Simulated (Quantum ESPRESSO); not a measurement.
# MnS: which magnetic order is lowest, part 2 of 2

Does MnS prefer parallel or opposed moments, or none?

Quantum ESPRESSO 7.5; PBE with U = 5 eV on Mn d (ortho-atomic projectors); plane waves with GBRV 1.5 PBE potentials, no spin-orbit coupling.

So far: The starting structure; Run 1, typed as ferro +.

The database entry behind the starting cell differs from later determinations by our own check (an axis about 0.2 % short against later determinations), so it need not match the best structure at ambient conditions.

### Step 3. Run 2 (antiferro q=(0,1/2,1/2) +−)

This order needs a doubled cell of 4 atoms. The wavevector q is in fractions of the reciprocal vectors of the crystal's primitive cell, as the cells of these inputs are built from it; moments change sign between cells as cos(2π q·R).

pw.in

```
&CONTROL
  calculation = 'scf'
  prefix = 'pwscf'
  outdir = './tmp'
  pseudo_dir = './pseudo'
  disk_io = 'nowf'
  tprnfor = .true.
  tstress = .true.
/
&SYSTEM
  ibrav = 0
  nat = 4
  ntyp = 3
  ecutwfc = 40
  ecutrho = 280
  nbnd = 30
  occupations = 'smearing'
  smearing = 'fd'
  degauss = 0.00734986
  nspin = 2
  starting_magnetization(1) = 0.3
  starting_magnetization(2) = -0.3
  starting_magnetization(3) = 0
/
&ELECTRONS
  conv_thr = 8d-09
  electron_maxstep = 150
  mixing_beta = 0.3
/
ATOMIC_SPECIES
Mn1    54.9380 mn_pbe_v1.5.uspp.F.UPF
Mn2    54.9380 mn_pbe_v1.5.uspp.F.UPF
S      32.0600 s_pbe_v1.4.uspp.F.UPF
CELL_PARAMETERS bohr
   0.0000000000    4.9217916916    4.9217916916
   9.8435833832    0.0000000000    9.8435833832
   9.8435833832    4.9217916916    4.9217916916
ATOMIC_POSITIONS crystal
Mn1     0.0000000000    0.0000000000    0.0000000000
Mn2     0.0000000000    0.5000000000    0.0000000000
S       0.5000000000    0.0000000000    0.5000000000
S       0.5000000000    0.5000000000    0.5000000000
K_POINTS automatic
8 4 8 0 0 0
HUBBARD {ortho-atomic}
U Mn1-3d 5.0000
U Mn2-3d 5.0000
```

On the command line:

```console
$ OMP_NUM_THREADS=1 mpirun -n 2 pw.x -nk 2 -in pw.in > pw.out
```

The log of the run:

```text
[banner, memory and clock lines left out]
Program PWSCF v.7.5 starts

     Message from routine setup:
     using ibrav=0 with symmetry is DISCOURAGED, use correct ibrav instead

     bravais-lattice index     =            0
     lattice parameter (alat)  =       6.9605  a.u.
     unit-cell volume          =     476.9026 (a.u.)^3
     number of atoms/cell      =            4
     number of atomic types    =            3
     number of electrons       =        42.00
     number of Kohn-Sham states=           30
     kinetic-energy cutoff     =      40.0000  Ry
     charge density cutoff     =     280.0000  Ry
     scf convergence threshold =      8.0E-09
     mixing beta               =       0.3000
     number of iterations used =            8  plain     mixing
     Exchange-correlation=  SLA  PW   PBX  PBC
                           (   1   4   3   4   0   0   0)
     Hubbard projectors: ortho-atomic
     Hubbard parameters of DFT+U (Dudarev formulation) in eV:
     U(Mn1-3d) =  5.0000
     U(Mn2-3d) =  5.0000

     Internal variables: lda_plus_u =T, lda_plus_u_kind = 0

     Internal variables: orbital_resolved =F, hub_pot_fix =F, apply_U = F

     celldm(1)=   6.960465  celldm(2)=   0.000000  celldm(3)=   0.000000
     celldm(4)=   0.000000  celldm(5)=   0.000000  celldm(6)=   0.000000

     crystal axes: (cart. coord. in units of alat)
               a(1) = (   0.000000   0.707107   0.707107 )
               a(2) = (   1.414214   0.000000   1.414214 )
               a(3) = (   1.414214   0.707107   0.707107 )

     reciprocal axes: (cart. coord. in units 2 pi/alat)
               b(1) = ( -0.707107  0.707107  0.707107 )
               b(2) = ( -0.000000 -0.707107  0.707107 )
               b(3) = (  0.707107  0.707107 -0.707107 )

     PseudoPot. # 1 for Mn read from file:
     mn_pbe_v1.5.uspp.F.UPF
     Pseudo is Ultrasoft + core correction, Zval = 15.0

     PseudoPot. # 2 for Mn read from file:
     mn_pbe_v1.5.uspp.F.UPF
     Pseudo is Ultrasoft + core correction, Zval = 15.0

     PseudoPot. # 3 for S  read from file:
     s_pbe_v1.4.uspp.F.UPF
     Pseudo is Ultrasoft + core correction, Zval =  6.0

     atomic species   valence    mass     pseudopotential
     Mn1              15.00    54.93800     Mn( 1.00)
     Mn2              15.00    54.93800     Mn( 1.00)
     S                 6.00    32.06000     S ( 1.00)

     Starting magnetic structure
     atomic species   magnetization
     Mn1             0.300
     Mn2            -0.300
     S               0.000

     16 Sym. Ops., with inversion, found

   Cartesian axes

     site n.     atom                  positions (alat units)
         1        Mn1    tau(   1) = (   0.0000000   0.0000000   0.0000000  )
         2        Mn2    tau(   2) = (   0.7071068   0.0000000   0.7071068  )
         3        S      tau(   3) = (   0.7071068   0.7071068   0.7071068  )
         4        S      tau(   4) = (   1.4142136   0.7071068   1.4142136  )

     number of k points=    39  Fermi-Dirac smearing, width (Ry)=  0.0073
                       cart. coord. in units 2pi/alat
        k(    1) = (   0.0000000   0.0000000   0.0000000), wk =   0.0039062
        k(    2) = (   0.0883883   0.0883883  -0.0883883), wk =   0.0312500
        k(    3) = (   0.1767767   0.1767767  -0.1767767), wk =   0.0312500
        k(    4) = (   0.2651650   0.2651650  -0.2651650), wk =   0.0312500
        k(    5) = (  -0.3535534  -0.3535534   0.3535534), wk =   0.0078125
        [... 34 further k-points ...]

     Dense  grid:    37729 G-vectors     FFT dimensions: (  40,  75,  72)

     Smooth grid:    16243 G-vectors     FFT dimensions: (  30,  60,  50)

     Check: negative core charge=   -0.000037
     Generating pointlists ...
     new r_m :   0.2917 (alat units)  2.0302 (a.u.) for type    1
     new r_m :   0.2917 (alat units)  2.0302 (a.u.) for type    2
     new r_m :   0.2917 (alat units)  2.0302 (a.u.) for type    3

     Initial potential from superposition of free atoms

     starting charge      40.9998, renormalised to      42.0000

     STARTING HUBBARD OCCUPATIONS:

     =================== HUBBARD OCCUPATIONS ===================
     ------------------------ ATOM    1 ------------------------
     Tr[ns(  1)] (up, down, total) =   5.00000  0.00000  5.00000
     Atomic magnetic moment for atom   1 =   5.00000
     [... lines left out ...]
     ------------------------ ATOM    2 ------------------------
     Tr[ns(  2)] (up, down, total) =   0.00000  5.00000  5.00000
     Atomic magnetic moment for atom   2 =  -5.00000
     [... lines left out ...]
     Number of occupied Hubbard levels =   10.0000

     Atomic wfc used for Hubbard projectors are orthogonalized

     Starting wfcs are   34 randomized atomic wfcs

     Self-consistent Calculation

     iteration #  1     ecut=    40.00 Ry     beta= 0.30
     Davidson diagonalization with overlap
     ethr =  1.00E-02,  avg # of iterations =  4.7

     =================== HUBBARD OCCUPATIONS ===================
     ------------------------ ATOM    1 ------------------------
     Tr[ns(  1)] (up, down, total) =   4.87592  0.13452  5.01044
     Atomic magnetic moment for atom   1 =   4.74139
     [... lines left out ...]
     ------------------------ ATOM    2 ------------------------
     Tr[ns(  2)] (up, down, total) =   0.13448  4.87603  5.01052
     Atomic magnetic moment for atom   2 =  -4.74155
     [... lines left out ...]
     Number of occupied Hubbard levels =   10.0210

     total energy              =    -470.46793803 Ry
     estimated scf accuracy    <       0.93507104 Ry

     total magnetization       =    -0.00 Bohr mag/cell
     absolute magnetization    =     9.69 Bohr mag/cell

     iteration #  2     ecut=    40.00 Ry     beta= 0.30
     Davidson diagonalization with overlap
     ethr =  2.23E-03,  avg # of iterations =  2.1

     total energy              =    -470.60930186 Ry
     estimated scf accuracy    <       0.06222617 Ry

     total magnetization       =    -0.00 Bohr mag/cell
     absolute magnetization    =     9.76 Bohr mag/cell

     [... further iterations left out ...]

     iteration # 11     ecut=    40.00 Ry     beta= 0.30
     Davidson diagonalization with overlap
     ethr =  4.28E-10,  avg # of iterations =  3.2

     negative rho (up, down):  3.110E-04 4.702E-04

     total energy              =    -470.63554414 Ry
     estimated scf accuracy    <       0.00000001 Ry

     total magnetization       =     0.00 Bohr mag/cell
     absolute magnetization    =     9.78 Bohr mag/cell

     iteration # 12     ecut=    40.00 Ry     beta= 0.30
     Davidson diagonalization with overlap
     ethr =  3.36E-11,  avg # of iterations =  4.2

     negative rho (up, down):  3.109E-04 4.701E-04

     Magnetic moment per site  (integrated on atomic sphere of radius R)
     atom   1 (R=0.292)  charge= 13.1311  magn=  4.5146
     atom   2 (R=0.292)  charge= 13.1311  magn= -4.5146
     atom   3 (R=0.292)  charge=  4.7306  magn= -0.0300
     atom   4 (R=0.292)  charge=  4.7306  magn=  0.0300

     End of self-consistent calculation

     =================== HUBBARD OCCUPATIONS ===================
     ------------------------ ATOM    1 ------------------------
     Tr[ns(  1)] (up, down, total) =   4.97232  0.24181  5.21413
     Atomic magnetic moment for atom   1 =   4.73050
     [... lines left out ...]
     ------------------------ ATOM    2 ------------------------
     Tr[ns(  2)] (up, down, total) =   0.24182  4.97232  5.21413
     Atomic magnetic moment for atom   2 =  -4.73050
     [... lines left out ...]
     Number of occupied Hubbard levels =   10.4283

     [... lines left out ...]
     the Fermi energy is    10.6172 ev

!    total energy              =    -470.63554416 Ry
     estimated scf accuracy    <          2.4E-10 Ry
     smearing contrib. (-TS)   =      -0.00002007 Ry
     internal energy E=F+TS    =    -470.63552408 Ry

     The total energy is F=E-TS. E is the sum of the following terms:
     one-electron contribution =    -264.82101905 Ry
     hartree contribution      =     147.62274094 Ry
     xc contribution           =     -70.54307093 Ry
     ewald contribution        =    -282.98656422 Ry
     Hubbard energy            =       0.09238918 Ry

     total magnetization       =    -0.00 Bohr mag/cell
     absolute magnetization    =     9.78 Bohr mag/cell

     convergence has been achieved in  12 iterations

     negative rho (up, down):  3.109E-04 4.701E-04

     Forces acting on atoms (cartesian axes, Ry/au):

     atom    1 type  1   force =    -0.00000000   -0.00000000    0.00000000
     atom    2 type  2   force =     0.00000000    0.00000000   -0.00000000
     atom    3 type  3   force =     0.00000000    0.00000000   -0.00000000
     atom    4 type  3   force =     0.00000000    0.00000000    0.00000000

     Total force =     0.000000     Total SCF correction =     0.000000

     Computing stress (Cartesian axis) and pressure

     negative rho (up, down):  3.109E-04 4.701E-04
          total   stress  (Ry/bohr**3)                   (kbar)     P=       53.06
   0.00036099  -0.00000000   0.00000000           53.10       -0.00        0.00
   0.00000000   0.00036057  -0.00000000            0.00       53.04       -0.00
   0.00000000  -0.00000000   0.00036057            0.00       -0.00       53.04
```

Wall time 1.9 min (2 MPI ranks of Arm Neoverse V1, shared host); peak memory 0.39 GiB; 3.8 min of CPU time.

Spin moment in the atom's sphere by atom:

| atom | spin moment in the atom's sphere (μB) |
| --- | --- |
| Mn1 | 4.51 |
| Mn2 | -4.51 |
| S3 | -0.03 |
| S4 | 0.03 |

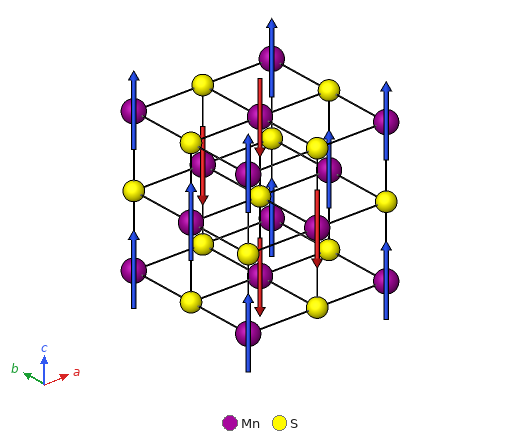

Spin moment in the atom's sphere as arrows, the longest 4.51 μB. Up and down stand for the sign. Arrows give size and sign along the axis of quantisation, drawn up and down the page. The two directions have two colours. Some periodic images of atoms are drawn too.

Numbers from this step:

* smearing term TS: 2.73e-4 eV
* pressure: 5.306 GPa
* magnetization: 0 μB
* absolute magnetization: 9.781 μB
* final state: antiferromagnetic

### Step 4. Start 3: antiferro q=(0,0,1/2) +−

This order needs a doubled cell of 4 atoms.

pw.in, as its differences from that of step 3:

```diff
@@ -35,11 +35,11 @@
    0.0000000000    4.9217916916    4.9217916916
-   9.8435833832    0.0000000000    9.8435833832
-   9.8435833832    4.9217916916    4.9217916916
+   4.9217916916    0.0000000000    4.9217916916
+   9.8435833832    9.8435833832    0.0000000000
 ATOMIC_POSITIONS crystal
 Mn1     0.0000000000    0.0000000000    0.0000000000
-Mn2     0.0000000000    0.5000000000    0.0000000000
-S       0.5000000000    0.0000000000    0.5000000000
-S       0.5000000000    0.5000000000    0.5000000000
+Mn2     0.0000000000    0.0000000000    0.5000000000
+S       0.5000000000    0.5000000000    0.2500000000
+S       0.5000000000    0.5000000000    0.7500000000
 K_POINTS automatic
-8 4 8 0 0 0
+8 8 4 0 0 0
 HUBBARD {ortho-atomic}
```

The log of the run:

```text
     [... lines left out ...]
Program PWSCF v.7.5 starts
     [... lines left out ...]
     number of atoms/cell      =            4
     [... lines left out ...]
     number of electrons       =        42.00
     number of Kohn-Sham states=           30
     kinetic-energy cutoff     =      40.0000  Ry
     charge density cutoff     =     280.0000  Ry
     scf convergence threshold =      8.0E-09
     [... lines left out ...]
     12 Sym. Ops., with inversion, found
     [... lines left out ...]
     number of k points=    35  Fermi-Dirac smearing, width (Ry)=  0.0073
     [... lines left out ...]
     iteration # 12     ecut=    40.00 Ry     beta= 0.30
     [... lines left out ...]
     Magnetic moment per site  (integrated on atomic sphere of radius R)
     atom   1 (R=0.292)  charge= 13.1394  magn=  4.4650
     atom   2 (R=0.292)  charge= 13.1395  magn= -4.4650
     atom   3 (R=0.292)  charge=  4.7270  magn=  0.0000
     atom   4 (R=0.292)  charge=  4.7270  magn=  0.0000
     [... lines left out ...]
     Tr[ns(  1)] (up, down, total) =   4.97139  0.26714  5.23853
     [... lines left out ...]
     Tr[ns(  2)] (up, down, total) =   0.26714  4.97139  5.23853
     [... lines left out ...]
     the Fermi energy is    10.6080 ev
!    total energy              =    -470.63899046 Ry
     estimated scf accuracy    <          6.4E-10 Ry
     smearing contrib. (-TS)   =      -0.00000006 Ry
     [... lines left out ...]
     total magnetization       =     0.00 Bohr mag/cell
     absolute magnetization    =     9.56 Bohr mag/cell
     convergence has been achieved in  12 iterations
     [... lines left out ...]
     Total force =     0.000007     Total SCF correction =     0.000007
     [... lines left out ...]
          total   stress  (Ry/bohr**3)                   (kbar)     P=       44.64
     [... lines left out ...]
```

Run time: 78 s. Hardware: 2 MPI ranks; peak memory 0.35 GiB.

Spin moment in the atom's sphere by atom:

| atom | spin moment in the atom's sphere (μB) |
| --- | --- |
| Mn1 | 4.46 |
| Mn2 | -4.46 |
| S3 | 0.00 |
| S4 | 0.00 |

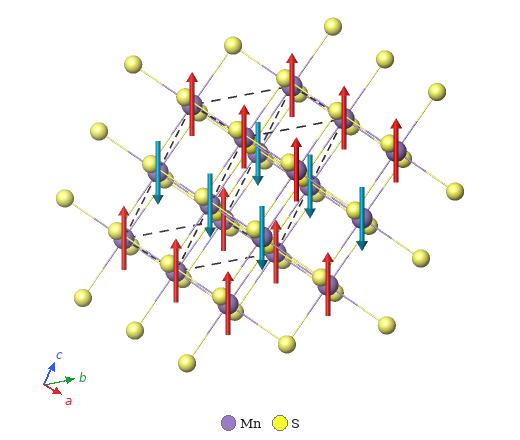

Spin moment in the atom's sphere as arrows, the longest 4.46 μB. Up and down stand for the sign. Arrows give size and sign along the axis of quantisation, drawn up and down the page. The two directions have two colours. 2×1×1 cells are drawn. Some periodic images of atoms are drawn too.

Numbers from this step:

| Property | Result |
| --- | --- |
| smearing term TS | 8.58e-7 eV |
| pressure | 4.464 GPa |
| magnetization | 0 μB |
| absolute magnetization | 9.56 μB |
| final state | antiferromagnetic |

### Step 5. Run 4, typed as no spin polarisation

pw.in

```
&CONTROL
  calculation = 'scf'
  prefix = 'pwscf'
  outdir = './tmp'
  pseudo_dir = './pseudo'
  disk_io = 'nowf'
  tprnfor = .true.
  tstress = .true.
/
&SYSTEM
  ibrav = 0
  nat = 2
  ntyp = 2
  ecutwfc = 40
  ecutrho = 280
  nbnd = 17
  occupations = 'smearing'
  smearing = 'fd'
  degauss = 0.00734986
/
&ELECTRONS
  conv_thr = 4d-09
  electron_maxstep = 150
  mixing_beta = 0.3
/
ATOMIC_SPECIES
Mn     54.9380 mn_pbe_v1.5.uspp.F.UPF
S      32.0600 s_pbe_v1.4.uspp.F.UPF
CELL_PARAMETERS bohr
   0.0000000000    4.9217916916    4.9217916916
   4.9217916916    0.0000000000    4.9217916916
   4.9217916916    4.9217916916    0.0000000000
ATOMIC_POSITIONS crystal
Mn      0.0000000000    0.0000000000    0.0000000000
S       0.5000000000    0.5000000000    0.5000000000
K_POINTS automatic
8 8 8 0 0 0
HUBBARD {ortho-atomic}
U Mn-3d 5.0000
```

The log of the run:

```text
     [... lines left out ...]
Program PWSCF v.7.5 starts
     [... lines left out ...]
     number of atoms/cell      =            2
     [... lines left out ...]
     number of electrons       =        21.00
     number of Kohn-Sham states=           17
     kinetic-energy cutoff     =      40.0000  Ry
     charge density cutoff     =     280.0000  Ry
     scf convergence threshold =      4.0E-09
     [... lines left out ...]
     48 Sym. Ops., with inversion, found
     [... lines left out ...]
     number of k points=    29  Fermi-Dirac smearing, width (Ry)=  0.0073
     [... lines left out ...]
     iteration # 18     ecut=    40.00 Ry     beta= 0.30
     [... lines left out ...]
     Tr[ns(  1)] =   5.69816
     [... lines left out ...]
     the Fermi energy is     8.2982 ev
!    total energy              =    -234.94868882 Ry
     estimated scf accuracy    <          2.4E-09 Ry
     smearing contrib. (-TS)   =      -0.01221676 Ry
     [... lines left out ...]
     convergence has been achieved in  18 iterations
     [... lines left out ...]
     Total force =     0.000000     Total SCF correction =     0.000000
     [... lines left out ...]
          total   stress  (Ry/bohr**3)                   (kbar)     P=     -123.70
     [... lines left out ...]
```

It took 11 s on 2 MPI ranks; peak memory 0.18 GiB.

Read from the output:

```
smearing term TS : 0.1662 eV
pressure         : -12.37 GPa
final state      : non-magnetic (no spin polarisation)
```

### Step 6. What a mistake does

As a test, an input with a fault in it is run.

pw.in

```
&CONTROL
  calculation = 'scf'
  prefix = 'pwscf'
  outdir = './tmp'
  pseudo_dir = './pseudo'
  disk_io = 'nowf'
  tprnfor = .true.
  tstress = .true.
/
&SYSTEM
  ibrav = 0
  nat = 2
  ntyp = 2
  ecutwfc = 40
  ecutrho = 280
  nbnd = 19
  occupations = 'smearing'
  smearing = 'fd'
  degaus = 0.00734986
  nspin = 2
  starting_magnetization(1) = 0.3
  starting_magnetization(2) = 0
/
&ELECTRONS
  conv_thr = 4d-09
  electron_maxstep = 60
  mixing_beta = 0.3
/
ATOMIC_SPECIES
Mn     54.9380 mn_pbe_v1.5.uspp.F.UPF
S      32.0600 s_pbe_v1.4.uspp.F.UPF
CELL_PARAMETERS angstrom
   0.0000000000    2.6045000000    2.6045000000
   2.6045000000    0.0000000000    2.6045000000
   2.6045000000    2.6045000000    0.0000000000
ATOMIC_POSITIONS crystal
Mn      0.0000000000    0.0000000000    0.0000000000
S       0.5000000000    0.5000000000    0.5000000000
K_POINTS automatic
8 8 8 0 0 0
HUBBARD {ortho-atomic}
U Mn-3d 5.0000
```

The log of the run:

```text
     [... lines left out ...]
Program PWSCF v.7.5 starts
     Error in routine  read_namelists (1):
      bad line in namelist &system: "  degaus = 0.00734986" (error could be in the previous line)
 %%%%%%%%%%%%%%%%%%%%%%%%%%%%%%%%%%%%%%%%%%%%%%%%%%%%%%%%%%%%%%%%%%%%%%%%%%%%%%
     stopping ...
```

The job ended after 0.5 s (2 MPI ranks; peak memory 0.05 GiB).

The program refused the input before any cycle.

The program's message: “read_namelists (1): bad line in namelist &system: " degaus = 0.00734986" (error could be in the previous line)”

A key was misspelt on purpose.

### Step 7. Ranking

An order is kept where moments of 0.15 μB or more survive with the typed signs; meshes match where a doubled cell samples the same k points as the first cell.

Orders:

| start | final state | typed order kept | energy over the lowest (meV a seeded atom) | largest site moment (μB) | net moment (μB a cell of the first run) | mesh matched | CPU time (s) |
| --- | --- | --- | --- | --- | --- | --- | --- |
| ferro + | ferromagnetic | yes | 40.11 | 4.533 | 5 | yes | 30.67 |
| antiferro q=(0,1/2,1/2) +- | antiferromagnetic | yes | 23.44 | 4.515 | 0 | yes | 229.4 |
| antiferro q=(0,0,1/2) +- | antiferromagnetic | yes | 0 | 4.465 | 0 | yes | 155.4 |
| no spin polarisation | non-magnetic | - | 5045 | 0 | 0 | yes | 22.36 |

### Step 8. Energy mapping

E = −Σ J e·e over ordered pairs of unit vectors, so each pair counts twice. As many shells are taken as there are differences of energy, so the couplings are solved for and no residual tests the model; further shells are folded in, and shells whose pairs keep their relative signs in all orders cancel and are not probed. Couplings from the energies:

| pair | distance (Å) | neighbours an atom | J (meV) |
| --- | --- | --- | --- |
| Mn-Mn | 3.683 | 12 | -1.042 |
| Mn-Mn | 5.209 | 6 | -2.301 |

### Step 9. Occupations of the corrected shells in the lowest state

Occupations of the Hubbard shells:

| block | type | shell | spin | electrons | occupation numbers |
| --- | --- | --- | --- | --- | --- |
| 1 | Mn1 | 3d | up | 4.971 | 0.991 0.991 0.996 0.996 0.996 |
| 1 | Mn1 | 3d | down | 0.2671 | 0.020 0.020 0.020 0.104 0.104 |
| 2 | Mn2 | 3d | up | 0.2671 | 0.020 0.020 0.020 0.104 0.104 |
| 2 | Mn2 | 3d | down | 4.971 | 0.991 0.991 0.996 0.996 0.996 |

### Step 10. Outcome

```yaml
lowest_state_found: antiferromagnetic (from antiferro q=(0,0,1/2) +-)
largest_site_moment: 4.46 μB
next_state_with_moments: antiferromagnetic, 23.4 meV a seeded atom higher
state_without_moments_under_the_same_u: 5045 meV a seeded atom higher
j_of_the_weightiest_shell: -2.30 meV
```

**Reading.** Under a U the spinless run pays the Hubbard penalty of a partly filled shell, so its energy overstates what forming the moments gains. The largest moment changes by 1.5 % between the kept orders, as for well localised moments. This is the lowest of 4 collinear or spinless starts, no proof of the ground state. Energies are free energies at an electronic temperature of 1160 K, which lowers moments and differences where the moments are itinerant.

[Logs and program files are shortened in this print: banners, set-up blocks, solver, clock and traceback lines can be left out without a mark of their own.]

[Logs are printed without paths, hosts, clocks, repeated set-up lines and the standing remarks that a program may print on its own settings, such as how far it seeks lower states.]

[Hosts, paths, dates, database ids (printed as entryN), source tags and the programs' standing remarks are cut or masked in the printed files.]

[Where a cell is said to come from a database of computed structures, the database is the Materials Project.]
